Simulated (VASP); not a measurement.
Band structure of Hg3ZnS4 (ordered alloy cell). Method: PBEsol GGA, VASP's PBE PAW potentials (set 64) (plane waves; VASP 6.6.1).

Unless said otherwise, spin-orbit coupling is left out, though it shifts the bands of the heavy elements here.

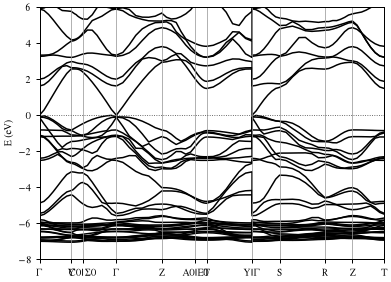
Figure: Bands along high-symmetry lines, zero at the valence-band maximum or, without a gap, the Fermi level

### Question
Read the plot: is there a gap, and where are the band edges?

### Answer
It has no gap at this level: it comes out as a metal or semimetal. (Edges off the drawn lines would not show.)

The structure was generated: Hg3ZnS4 was put into an ordered model structure (Amm2), which need not be its known phase. It was relaxed first.
